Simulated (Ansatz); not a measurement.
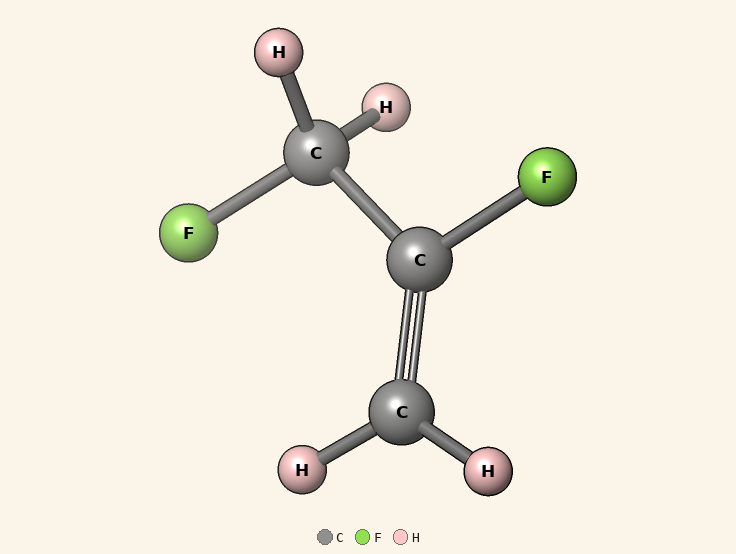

The picture comes from a calculation with Ansatz.

Orthographic view. Depth is shown by fading: the farther an atom, the more it takes the colour of the background. Geometry: atoms displaced at random (about 0.02 Å) from a stationary point of PBE0-D4.

Write the InChI string.

Answer. InChI=1S/C3H4F2/c1-3(5)2-4/h1-2H2
